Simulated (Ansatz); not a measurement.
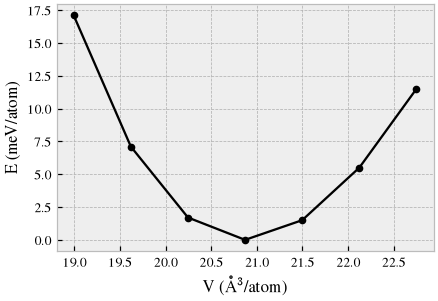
Fig. 1. K2Sn2O3 in space group I2_13 (No. 199; K on 8a, Sn on 8a, O on 12b) under volume change, DFT-r²SCAN in the program Ansatz with PAW potentials, shape and atoms relaxed at each volume.

Question: What does a third-order Birch–Murnaghan fit give for V₀, B₀ and B′?

Answer: V₀ = 20.87 Å³/atom, B₀ = 26.2 GPa, B′ = 5.6.

The first step of the workflow began from a Materials Project structure, measured or hypothetical; the Crystallography Open Database copy checked does not list it. COD files the formula under space group No. 166, so this cell is another polymorph or a model. Its standing as an ambient phase is unchecked. The cell was relaxed with r²SCAN under the symmetry of its start; its stability against distortions is not shown here. Scalar-relativistic: spin–orbit coupling is off unless named, which matters more the heavier the elements.

Potentials: the later of the program's two PAW sets.
